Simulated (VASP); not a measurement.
Band structure of Dy (hcp). Level of theory: MS2 meta-GGA, VASP's PBE PAW potentials (set 64) (plane waves; VASP).

The 4f electrons are frozen in the core of the lanthanide potential, so 4f levels, which can set the real gap, and their magnetism are missing.

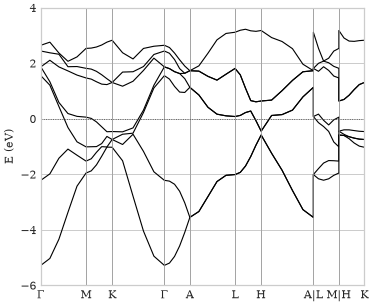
Bands along high-symmetry lines, zero at the valence-band maximum or, without a gap, the Fermi level

Q: Read the plot: is there a gap, and where are the band edges?

A: It has no gap at this level: it comes out as a metal or semimetal.

The compound is Dy in the hcp structure. It was relaxed first.
